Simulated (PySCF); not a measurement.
## Atomic calculation, with input and output: Zn²⁺

- system: Zn²⁺, configuration 1s2 2s2 2p6 3s2 3p6 3d10, multiplicity 1.
- method: unrestricted MN15, jorge-DZP-DKH, spin-free X2C-1e, Gaussian nucleus (PySCF)

### Key numbers

- outcome: converged
- total energy: −1795.9821 hartree
- SCF iterations: 6
- hardware: 1 thread of Arm Neoverse V1, 23 GiB of memory available, shared host
- wall time: 1.5 s

### The input
```python
from pyscf import gto, scf, dft, mp, cc
import basis_set_exchange as bse
mol = gto.M(atom="Zn 0 0 0", charge=2, spin=0, symmetry="D2h",
            basis=gto.basis.parse(bse.get_basis("jorge-DZP-DKH", elements=["Zn"], fmt="nwchem", header=False)),
            nucmod="G")
mf = dft.UKS(mol, xc="MN15").sfx2c1e()
mf.irrep_nelec = {'Ag': (5, 5), 'B1g': (1, 1), 'B2g': (1, 1), 'B3g': (1, 1), 'B1u': (2, 2), 'B2u': (2, 2), 'B3u': (2, 2)}
mf.kernel()
```

The script is an equivalent of what the driver set up; the driver started from orbitals of its own, so the log can be shorter than this script's would be, and it computed the properties (radii, ⟨L²⟩, response) afterwards. It held the occupations shell by shell, which the script's counts by irreducible representation don't always enforce.

The run was one of a batch that the task file lists, launched with:
```bash
OMP_NUM_THREADS=1 python <driver script> TASK.json OUT
```

### Output (extracts)
```
damping factor = 0
level_shift factor = 0
DIIS = <class 'pyscf.scf.diis.CDIIS'>
diis_start_cycle = 1
diis_space = 10
diis_damp = 0
SCF conv_tol = 1e-09
SCF conv_tol_grad = None
number electrons alpha = 14  beta = 14
XC functionals = MN15
    H. S. Yu, X. He, S. L. Li, and D. G. Truhlar.,  Chem. Sci. 7, 5032-5051 (2016)
    H. S. Yu, X. He, S. L. Li, and D. G. Truhlar.,  Chem. Sci. 7, 5032-5051 (2016)
cycle= 1 E= -1795.97839637431  delta_E= -0.0983  |g|= 0.217  |ddm|= 0.229
cycle= 2 E= -1795.97629334084  delta_E= 0.0021  |g|= 0.212  |ddm|= 0.107
cycle= 3 E= -1795.98199771919  delta_E= -0.0057  |g|= 0.0339  |ddm|= 0.0688
cycle= 4 E= -1795.9821286968  delta_E= -0.000131  |g|= 0.00124  |ddm|= 0.00847
cycle= 5 E= -1795.98212890938  delta_E= -2.13e-07  |g|= 9.89e-06  |ddm|= 0.000365
cycle= 6 E= -1795.98212890939  delta_E= -2.5e-12  |g|= 2.07e-06  |ddm|= 2.17e-06
converged SCF energy = -1795.98212890939  <S^2> = -2.3092639e-14  2S+1 = 1
```

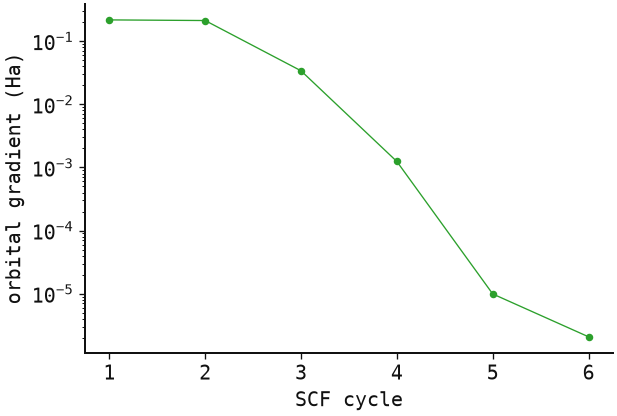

*Convergence: orbital gradient against the SCF cycle.*

The residual falls almost steadily, with no more than small rises or pauses. It goes from 0.22 to 2.1×10⁻⁶ in 6 steps.

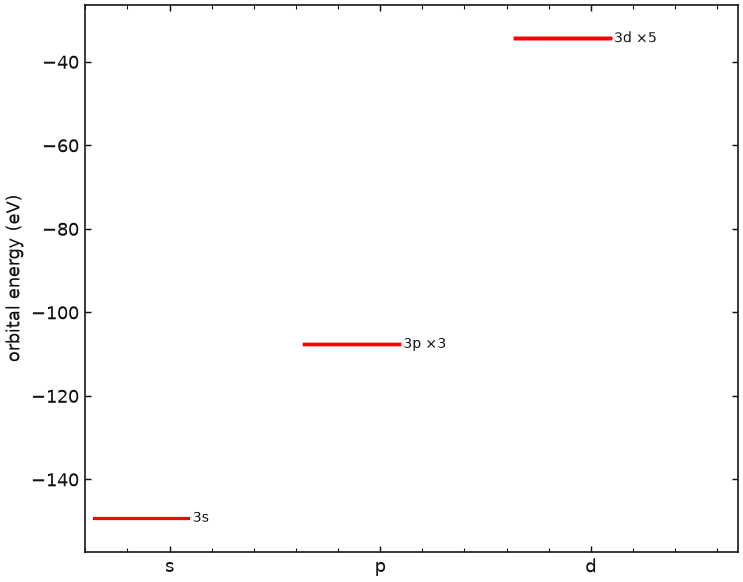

*Orbital energies of the mean field, from the top down to −149.3 eV, by angular momentum; ×n counts the orbitals under one label.*

The highest filled orbital is 3d at −34.4 eV, the lowest empty one s at −19.5 eV.

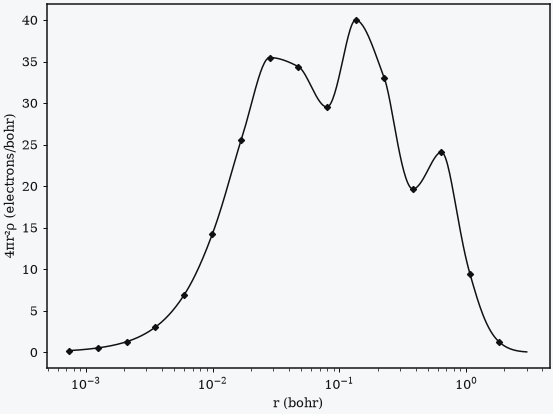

*Spherically averaged radial density 4πr²ρ of the mean field; markers are the stored points, which are sparse, and the line is a monotone interpolation between them.*

The largest stored value is 40.0 electrons/bohr at r = 0.13 bohr. Root-mean-square radii of the shells: 1s 0.0581, 2p 0.219, 2s 0.248, 3s 0.744, 3p 0.776, 3d 0.991 bohr.
